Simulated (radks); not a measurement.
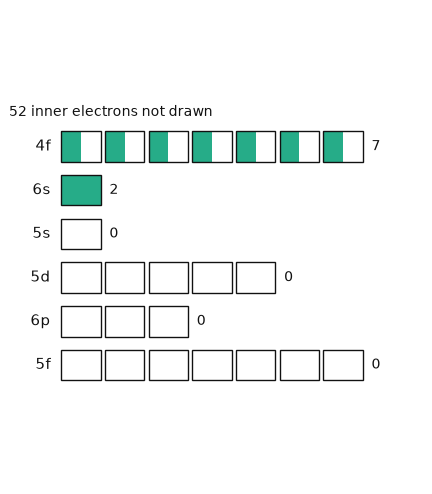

Figure 1. The outer shells as the input fills them: a box for each of the 2l + 1 orbitals, shaded by the share of the shell that is filled, with the electron count at the right.

# Atomic calculation for Pm

System: atomic promethium (Pm) in the configuration [Kr] 4d10 4f7 5p6 6s2 (high spin).
Method: scalar-relativistic Kohn-Sham, SCAN, spin-polarised, spherical densities, finite nucleus (the in-house radial solver radks).

**Results in brief**

- outcome: converged
- total energy: −10018.8661 hartree
- kinetic energy: 10685.1372 hartree
- electron–nucleus energy: −24367.9817 hartree
- Hartree energy: 3894.1790 hartree
- exchange–correlation energy: −230.200607 hartree
- radius at density 0.001 e/bohr³: 5.37 bohr
- SCF iterations: 46
- hardware: 1 CPU thread, shared host
- wall time: 1.1 s

**The input**
```
Z 61
configuration [Kr] 4d10 4f7 5p6 6s2 5s0 5d0 6p0 5f0
relativity scalar-relativistic
functional scan,scan
spin polarised
nucleus finite rms 4.962 fm
c 137.035999084
```

Energies in input and log are in hartree, lengths in bohr (the nuclear radius in fm).

Launched within a batch (the task file carries these settings):
```bash
python <driver script> task.json out
```

**Output**
```
1s      1   1.0000       -1656.86264897
2s      1   1.0000        -270.02626991
2p      1   3.0000        -240.98287053
3s      1   1.0000         -59.06066494
3p      1   3.0000         -49.87104043
3d      1   5.0000         -37.29244188
4s      1   1.0000         -11.81039104
4p      1   3.0000          -8.79241495
4d      1   5.0000          -4.52675075
4f      1   7.0000          -0.06168484
5p      1   3.0000          -0.92363174
6s      1   1.0000          -0.14288527
5s      1   0.0000          -1.65012657
5d      1   0.0000          -0.09832829
6p      1   0.0000          -0.05036260
5f      1   0.0000           0.00026970
1s      2   1.0000       -1656.86272828
2s      2   1.0000        -270.02457539
2p      2   3.0000        -240.98178623
3s      2   1.0000         -58.98271218
3p      2   3.0000         -49.79075138
3d      2   5.0000         -37.22691988
4s      2   1.0000         -11.60315543
4p      2   3.0000          -8.57987832
4d      2   5.0000          -4.30198465
4f      2   0.0000           0.00021292
5p      2   3.0000          -0.78903300
6s      2   1.0000          -0.12903969
5s      2   0.0000          -1.47414599
5d      2   0.0000          -0.04848608
6p      2   0.0000          -0.04110566
5f      2   0.0000           0.00066122
Etot -10018.86610522966
Ekin 10685.137219514767
Encl -24367.98170632644
Eh 3894.178988982991
Exc -230.20060740097566
err 4.662880643856878e-06
it 46
```

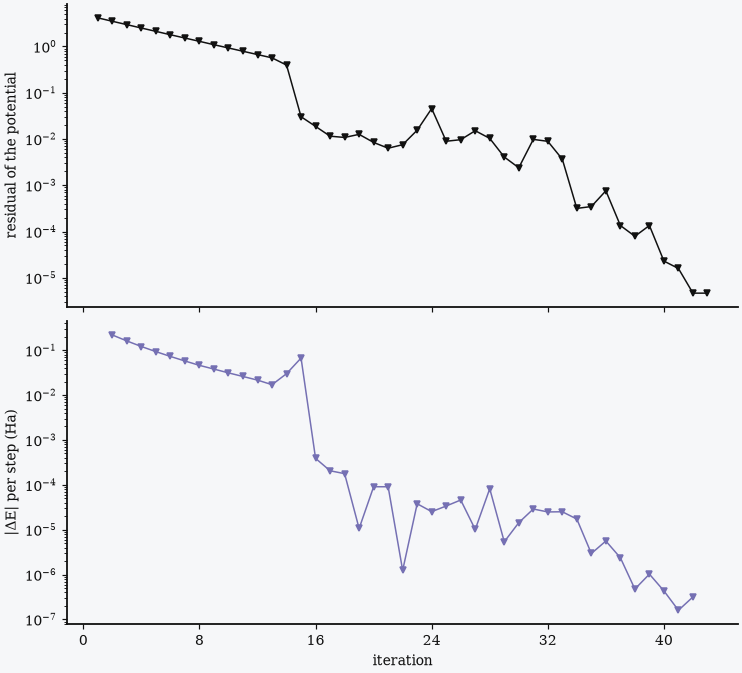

Figure 2. Convergence: residual of the potential and change of the energy from step to step (the smallest changes aren't drawn) against the iteration. The residual falls unevenly and jumps up by a factor of two or more 4 times on the way down. It goes from 4.2 to 4.7×10⁻⁶ in 43 steps.

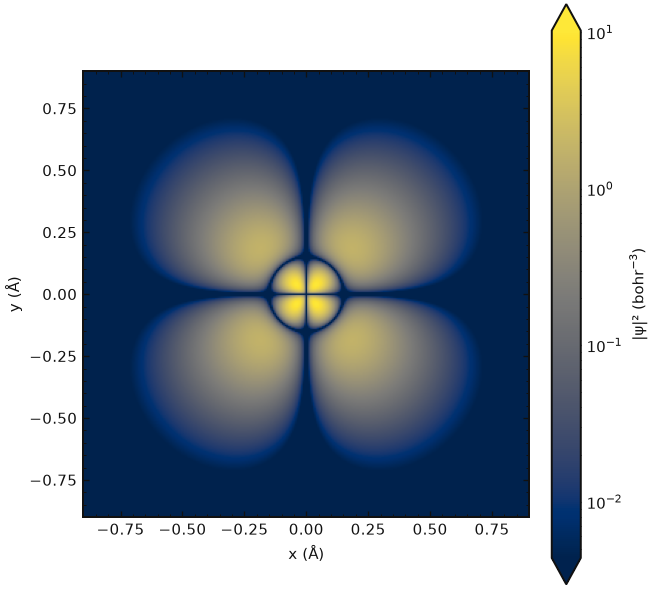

Figure 3. One occupied orbital of down spin is shown. In the xy plane through the nucleus, the colour gives |ψ|² on a logarithmic scale. (1 bohr = 0.529 Å.) The radial function comes from the spherical calculation and is multiplied by a real spherical harmonic; the overall sign is chosen so that the largest lobe of P(r) is positive; at the scalar-relativistic level it is the large component. It is 4d(xy) of down spin. It has the nodal planes xz and yz and 1 radial node, at r = 0.286 bohr. The outermost maximum of P² lies at 0.604 bohr, ⟨r⟩ = 0.694 bohr, 90 % of the charge lies within 1.05 bohr, and the eigenvalue is −117.1 eV, with 5 electrons in the shell for this spin.

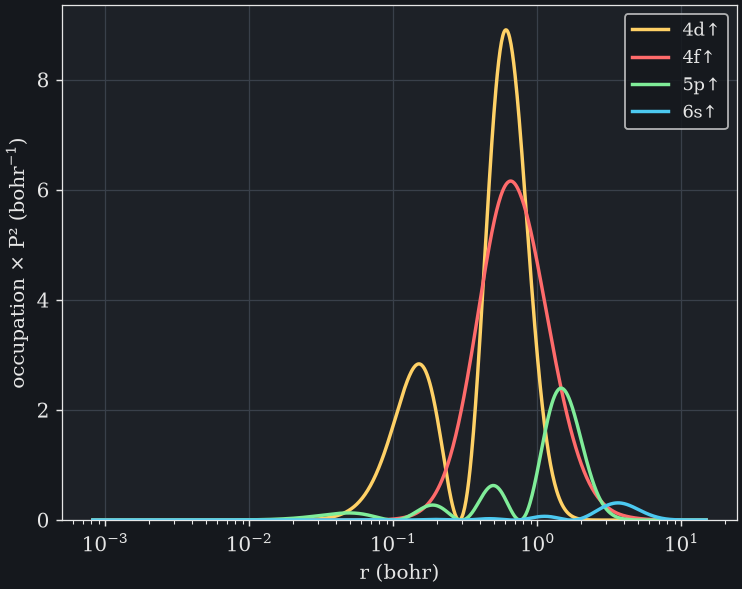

Figure 4. The radial probability densities P² of 5p up, 4d up, 4f up and 6s up, each times its occupation. 4d up: outer maximum at 0.605 bohr, ⟨r⟩ = 0.695 bohr, 1 node, eigenvalue −123.2 eV; 4f up: outer maximum at 0.653 bohr, ⟨r⟩ = 1.16 bohr, 0 nodes, eigenvalue −1.68 eV; 5p up: outer maximum at 1.46 bohr, ⟨r⟩ = 1.68 bohr, 3 nodes, eigenvalue −25.1 eV; 6s up: outer maximum at 3.64 bohr, ⟨r⟩ = 4.21 bohr, 5 nodes, eigenvalue −3.89 eV.

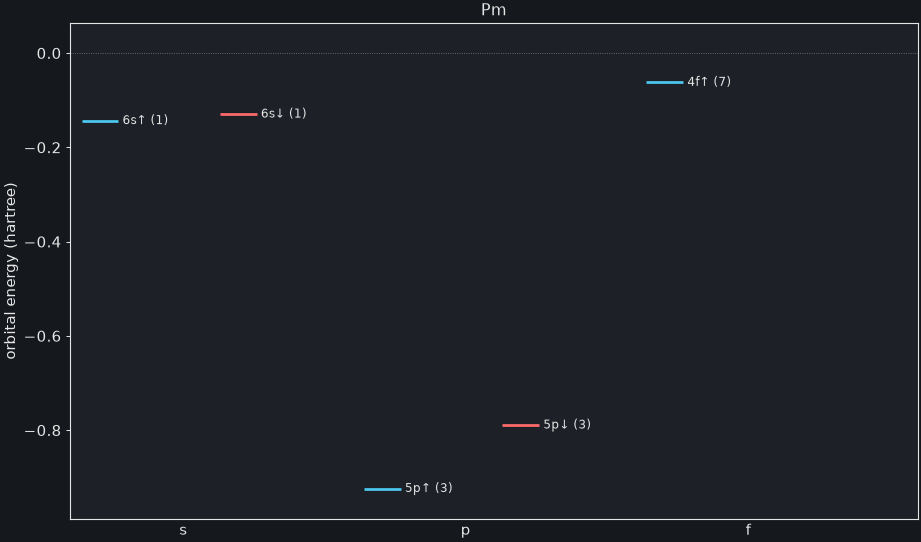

Figure 5. The outer levels are drawn by angular momentum (occupations in brackets, up spins at the left of each column and down spins at the right). The highest occupied level is 4f up at −0.0617 hartree. The highest 3 occupied levels, from the top down, are 4f up (−0.0617 hartree), 6s down (−0.129 hartree), 6s up (−0.143 hartree). The largest exchange splitting (down less up) among the shells drawn in both spins is that of 5p, 0.135 hartree.
